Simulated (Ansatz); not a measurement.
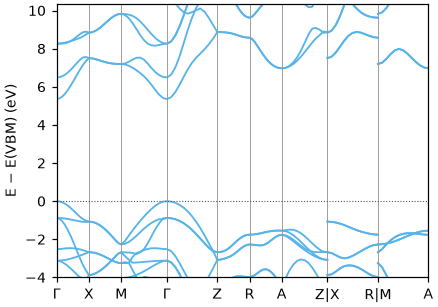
Fig. 1. Band structure from the program Ansatz at the PBEsol level (PAW)

Read off the gap and where the band edges lie.

About 5.4 eV (5.35 eV by a search for the band edges); maximum at Γ, minimum at Γ.

The material is SiO2 (rutile, P4_2/mnm).

This is a known high-pressure phase of the composition, computed here at zero pressure and temperature. Symmetry was held in the PBEsol relaxation; its stability against distortions is not shown here.

Potentials: the later of the program's two PAW sets.
